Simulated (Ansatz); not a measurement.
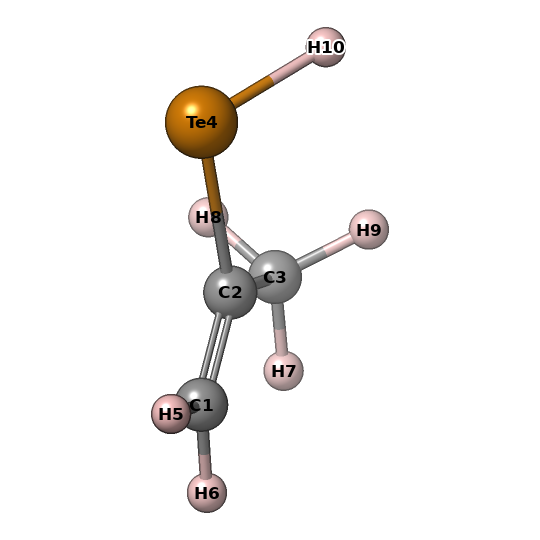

C3 lies behind C2. The molecule seen a little off the C2–C3 bond, C2 in front. Distant atoms are faded towards the background colour. The computed structure is the end point of a PBE0-D4/def2-TZVP optimisation. No frequency run is at hand to confirm it as a minimum.

Question: What is the torsion angle Te4–C2–C3–H7? The sign is positive where the front bond must turn clockwise to cover the back bond.

Answer: −178°, antiperiplanar (anti).
